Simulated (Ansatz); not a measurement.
**A computed series for TaN: response to strain**

Start from TaN in the rock salt structure (space group Fm-3m, No. 225; relaxed with 0.1 eV smearing).

```
CELL_PARAMETERS angstrom
      0.00000     2.20876     2.20876
      2.20876     0.00000     2.20876
      2.20876     2.20876     0.00000
ATOMIC_POSITIONS crystal
  N  0.00000 0.00000 0.00000
  Ta 0.50000 0.50000 0.50000
```

Strains are applied to the cell and any free atomic positions relax.

Calculations: PBE, PAW, 420 eV (Ansatz, a program for electronic structure; no spin-orbit coupling).

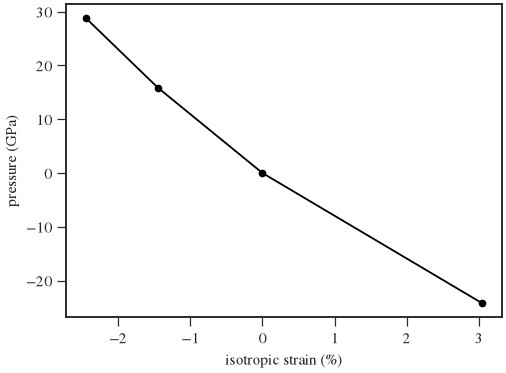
*Pressure against isotropic strain*

| isotropic strain (%) | pressure |
|---|---|
| -2.44 | 28.7 GPa |
| -1.45 | 15.9 GPa |
| 3.04 | -24.2 GPa |

No phonon test of stability was made. All final runs are without spin polarisation. This is not the structure that TaN has at room temperature and ambient pressure.
